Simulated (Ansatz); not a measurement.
Scan of HLi₂, doublet: collinear Li-H-Li surface. Scanned: Li-H distance and H-Li distance.

Cartesian coordinates as functions of the variables (Å; names that start with a are angles):
```
Li  0  0  -r1
H  0  0  0
Li  0  0  r2
```

Computed with MP2 on UHF/cc-pVTZ, frozen core (Ansatz, an electronic-structure program).

Energy in kcal/mol above the lowest grid point; x is the Li-H distance (Å), y the H-Li distance (Å).

```
y \ x  1.36  1.45  1.60  1.76  1.90  2.01  2.25  2.39  2.58  3.04  3.37  4.06  4.64
-----  ----  ----  ----  ----  ----  ----  ----  ----  ----  ----  ----  ----  ----
4.64   20.1  16.2  14.1  15.6  18.8  22.1  30.4  38.7  48.9  59.9  62.9  65.1  65.5
3.75   18.8  14.9  12.7  14.2  17.4  20.7  28.8  35.3  46.9  58.7  61.7  63.9  64.4
3.22   17.0  13.1  10.9  12.4  15.6  18.7  26.8  32.1  43.6  56.1  59.1  61.2  61.8
2.95   15.5  11.6   9.5  10.9  14.1  17.2  25.2  30.3  40.8  53.1  55.8  58.0  58.6
2.72   13.8  10.0   7.9   9.3  12.4  15.5  23.3  28.3  37.6  47.8  50.5  52.9  53.7
2.46   11.4   7.7   5.6   7.0  10.0  13.1  20.7  25.4  29.6  34.5  37.6  41.6  43.1
2.23    9.0   5.3   3.2   4.7   7.7  10.7  17.4  19.3  21.3  25.1  26.8  28.8  29.7
2.05    7.1   3.4   1.5   2.9   5.9   8.8  12.1  13.6  15.5  19.0  20.7  22.6  23.4
1.84    5.5   1.9   0.1   1.6   3.4   4.2   6.5   7.9   9.7  13.1  14.7  16.6  17.3
1.72    5.4   1.9   0.1   0.9   1.2   2.0   4.3   5.7   7.5  10.9  12.4  14.2  15.0
1.60    6.3   2.8   1.2   0.0   0.3   1.1   3.4   4.9   6.7  10.0  11.6  13.4  14.1
1.48    8.8   5.5   2.2   1.1   1.5   2.3   4.7   6.2   8.0  11.4  12.9  14.7  15.4
1.36   13.7   9.8   6.3   5.3   5.8   6.7   9.2  10.7  12.6  16.0  17.6  19.4  20.1
```

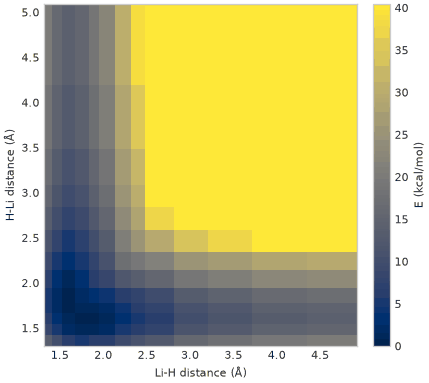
*Energy surface, cut off at 40 kcal/mol.*

Points that lie below all their neighbours on the grid: x = 1.76, y = 1.60 (0.0 kcal/mol); x = 1.60, y = 1.84 (0.1 kcal/mol). The lowest path on the grid from the first to the second passes x = 1.60, y = 1.72 at 0.1 kcal/mol.
